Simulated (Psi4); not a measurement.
# Si2H2Br2 (SMILES [SiH]Br.[SiH]Br), run twice

Aim: the interaction energy of Si2H2Br2 at r2SCAN/aug-cc-pVDZ (density fitting with def2-universal-jkfit, counterpoise cp, fragments set).

The calculation is run with Psi4 1.11.

4 further runs of the same task are left out: 1 that didn't finish, 3 set aside as unsound or not needed. Runs told in other sessions of the task aren't counted.

## Step 1: Starting point

Si2H2Br2 has 6 atoms, charge 0, and is taken as a singlet. SMILES: `[SiH]Br.[SiH]Br`.

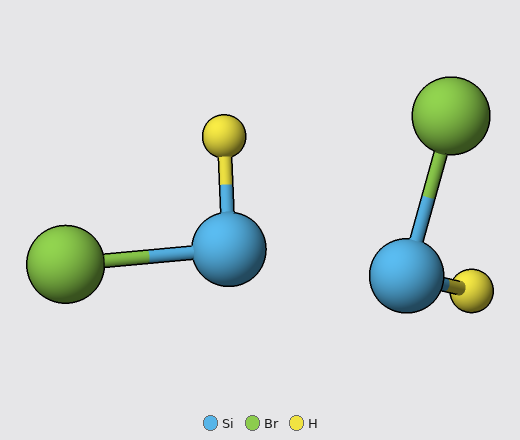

Viewed from a chosen angle; silicon blue, bromine green, hydrogen yellow.

## Step 2: First attempt

calc.in

```
memory 1600 mb

molecule geom {
  0 1
  Si    -0.621070     0.543530    -0.291670
  Br     1.344530     0.423130     0.785830
  H     -0.723470    -0.966670    -0.494170
  --
  0 1
  Si    -3.782540     1.255020     2.025920
  Br    -4.725580    -0.781970     2.005480
  H     -4.201520     1.580030     0.593780
  symmetry c1
  no_reorient
  no_com
}

set globals {
  df_basis_scf def2-universal-jkfit
}

e_tot = energy('r2scan/ANO0', bsse_type='cp')
```

Command:

```console
$ psi4 -i calc.in -o calc.out -n 1
```

calc.out:

```text
Psi4 1.11 release

  //>>>>>>>>>>>>>>>>>>>>>>>>>>>>>>>>>>>//
  //   ManyBody Setup: N-Body Levels 2 //
  //<<<<<<<<<<<<<<<<<<<<<<<<<<<<<<<<<<<//

    Model chemistry "(auto)" (§A):          3
        Number of 1-body computations:      2 (nocp: 0, cp: 2, vmfc_compute: 0)
        Number of 2-body computations:      1 (nocp: 0, cp: 1, vmfc_compute: 0)
```

Wall time 2.7 s (1 thread of Intel Xeon at 2.60GHz (Ice Lake), shared host); peak memory 0.14 GiB.

## Step 3: What went wrong

The input was rejected.

The log says `qcengine.exceptions.UnknownError`. The fault: the program or basis doesn't cover what is asked for. To mend it: basis set aug-cc-pVDZ in place of ANO0.

## Step 4: Second attempt

input.dat

```
memory 1.6 GB

molecule m {
  0 1
  Si    -0.621070     0.543530    -0.291670
  Br     1.344530     0.423130     0.785830
  H     -0.723470    -0.966670    -0.494170
  --
  0 1
  Si    -3.782540     1.255020     2.025920
  Br    -4.725580    -0.781970     2.005480
  H     -4.201520     1.580030     0.593780
  symmetry c1
  no_reorient
  no_com
}

set globals {
  df_basis_scf def2-universal-jkfit
}

energy('r2scan/aug-cc-pVDZ', bsse_type='cp')
```

Command:

```console
$ psi4 -n 1 input.dat output.dat
```

output.dat:

```text
[...]
  Running in c1 symmetry.
[...]
  Nuclear repulsion =  126.973749440967879
[...]
  Multiplicity = 1
[...]
  Nalpha       = 25
  Nbeta        = 25
[...]
    Number of basis functions: 144
[...]
   @DF-RKS iter   1: -2863.99988242850441   -1.43208e+00   4.75870e-03 DIIS/ADIIS
[...]
   @DF-RKS iter   9: -5728.33232451352706   -8.41919e-08   7.58842e-07 DIIS
[...]
    Orbital Energies [Eh]
    ---------------------
    Doubly Occupied:
       1A   -482.275345     2A   -482.269873     3A    -65.913927
       4A    -65.904061     5A    -62.354636     6A    -62.349214
       7A    -56.135948     8A    -56.135114     9A    -56.133920
      10A    -56.130485    11A    -56.129704    12A    -56.128510
      13A     -8.668360    14A     -8.662998    15A     -6.470234
      16A     -6.466048    17A     -6.464724    18A     -6.461508
      19A     -6.460767    20A     -6.456226    21A     -5.271049
      22A     -5.261369    23A     -3.618181    24A     -3.613390
      25A     -3.608365    26A     -3.607612    27A     -3.603813
      28A     -3.597900    29A     -2.565713    30A     -2.564904
      31A     -2.561638    32A     -2.560202    33A     -2.559551
      34A     -2.558486    35A     -2.557983    36A     -2.556301
[...]
  @DF-RKS Final Energy: -5728.33232451352706
   => Energetics <=
    Nuclear Repulsion Energy =            495.2422213616703175
    One-Electron Energy =               -8954.4806916762408946
    Two-Electron Energy =                2955.8599293562288040
    DFT Exchange-Correlation Energy =    -224.9537835551851117
    Empirical Dispersion Energy =           0.0000000000000000
    VV10 Nonlocal Energy =                  0.0000000000000000
    Total Energy =                      -5728.3323245135270554
[...]
 Multipole Moments:
 ------------------------------------------------------------------------------------
     Multipole            Electronic (a.u.)      Nuclear  (a.u.)        Total (a.u.)
 ------------------------------------------------------------------------------------
 L = 1.  Multiply by 2.5417464519 to convert [e a0] to [Debye]
 Dipole X            :        349.4003756         -349.4335664           -0.0331908
 Dipole Y            :        -24.7936377           25.0079930            0.2143553
 Dipole Z            :       -231.0669472          230.6882412           -0.3787060
 Magnitude           :                                                    0.4364265
[...]
```

Run time: 58 s. Hardware: 1 thread of Intel Xeon at 2.60GHz (Ice Lake), shared host; peak memory 1 GiB.

## Step 5: Results

At r2SCAN/aug-cc-pVDZ (density fitting with def2-universal-jkfit, counterpoise cp, fragments set):

```
          quantity         value
interaction energy  -6.49 kJ/mol
```
